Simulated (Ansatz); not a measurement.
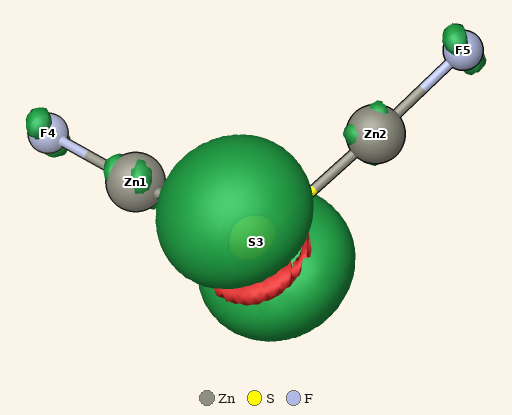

*F₂SZn₂ (charge +1, doublet). Isosurfaces of the spin density (α minus β) at +0.02 (green) and −0.02 e/Å³ (red), seen at a tilt.*

Geometry: PBE0-D4/def2-SVP.

Level of theory: Ansatz, UKS PBE0-D4/def2-TZVP.

```xyz
5

Zn    1.2631   -1.3000   -0.2809
Zn   -1.3042    1.2894   -0.0338
S    -0.1968   -0.0510   -1.5098
F     2.3391   -2.2086    0.6986
F    -2.1013    2.2702    1.1260
```

Which atoms carry the spin?

Answer. The unpaired spin (1 electron) lies mostly on S3 (about 0.9), in electrons by Hirshfeld's partition.
